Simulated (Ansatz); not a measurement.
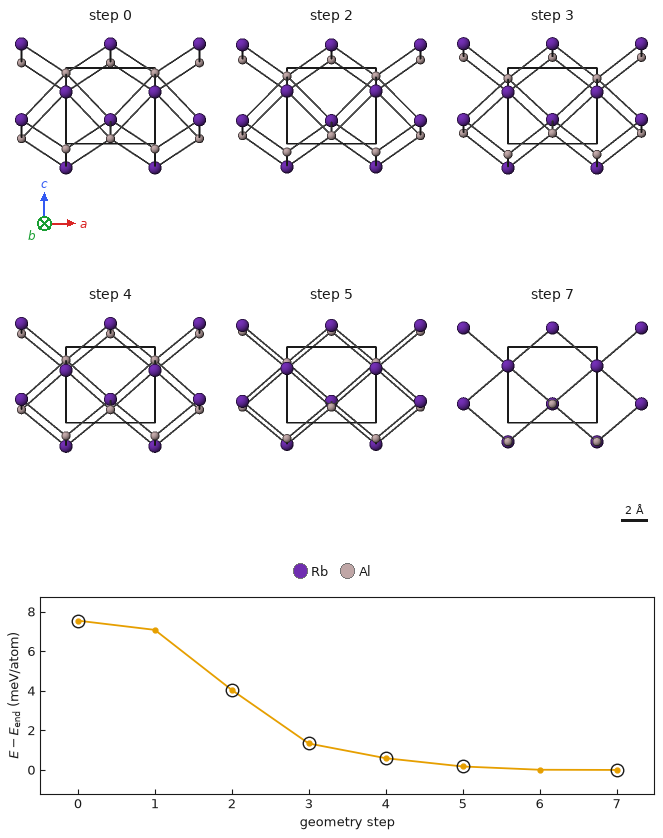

Frames of a relaxation of crystalline RbAl (a generated structure, set up in Pmmn), marked on the history of the run. The picture is a ball-and-stick view of the cell of the calculation, reduced to other axes, seen along the b axis. Lengths and directions refer to the drawn axes.

The start is a swapped structure.

The calculation used Ansatz, DFT, PAW plane waves, PBE. (plane-wave cutoff 420 eV; k-point mesh 4 × 5 × 6; occupations fermi dirac; smearing width 0.1 eV; no spin polarisation; atoms relaxed in a fixed cell; at most 40 steps)

### Describe the path.

Over 7 geometry steps the energy falls by 7.5 meV per atom. The largest force component goes from 0.046 to 0.00038 eV/Å. The largest moves, 1.06 Å, are those of Al atoms. Largest moves by element: Al 1.06 Å, Rb 0.39 Å. The cell doesn't change. Among the contacts that change: Al–Rb 5.004 → 4.542 Å, Al–Rb 4.130 → 4.533 Å, Al–Rb 5.285 → 5.078 Å. The space group stays Pmmn (No. 59). The run took 2.7 min on 2 threads of Arm Neoverse N1, with other jobs on the host, peak memory 0.69 GiB. From step 0 to 2: Al atoms move most (0.23 Å), energy −3.5 meV per atom. From step 2 to 3: Al atoms move most (0.19 Å), energy −2.7 meV per atom. From step 3 to 4: Al atoms move most (0.19 Å), energy −0.7 meV per atom. From step 4 to 5: Al atoms move most (0.20 Å), energy −0.4 meV per atom. From step 5 to 7: Al atoms move most (0.25 Å), energy −0.2 meV per atom.

| step | E − E(0), meV/atom | largest force component, eV/Å |
| --- | --- | --- |
| 0 | 0.00 | 0.0458 |
| 1 | -0.47 | 0.0442 |
| 2 | -3.50 | 0.0319 |
| 3 | -6.21 | 0.0127 |
| 4 | -6.95 | 0.0033 |
| 5 | -7.37 | 0.0022 |
| 6 | -7.53 | 0.0011 |
| 7 | -7.54 | 0.0004 |
